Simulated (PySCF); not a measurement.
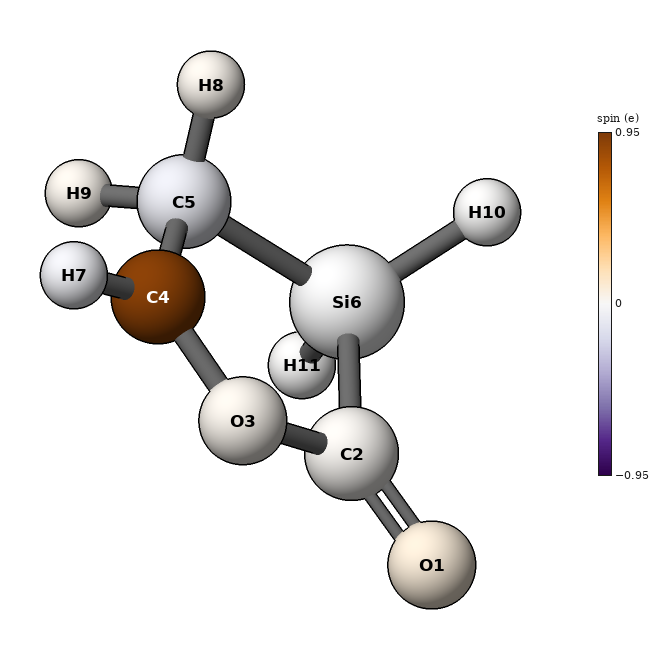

Atoms are coloured by their Mulliken spin populations. The species is neutral and a spin doublet. Computed geometry: GFN2-xTB optimisation. No frequency run is at hand to confirm it as a minimum. Method: UKS B3LYP, pcH-1 on C H O Si, non-relativistic (PySCF 2.14.0).

Give the Mulliken spin populations atom by atom.

```json
{"atom": "O1", "value (e)": "0.08"}
{"atom": "C2", "value (e)": "0.02"}
{"atom": "O3", "value (e)": "0.04"}
{"atom": "C4", "value (e)": "0.91"}
{"atom": "C5", "value (e)": "−0.08"}
{"atom": "Si6", "value (e)": "0.00"}
{"atom": "H7", "value (e)": "−0.05"}
{"atom": "H8", "value (e)": "0.04"}
{"atom": "H9", "value (e)": "0.04"}
{"atom": "H10", "value (e)": "0.00"}
{"atom": "H11", "value (e)": "0.00"}
```

Mulliken values depend strongly on the basis set. The geometry is semi-empirical. Around Si such bond lengths and angles can be off by a tenth of an ångström or more and by several degrees, and values that hang on the shape move with them.
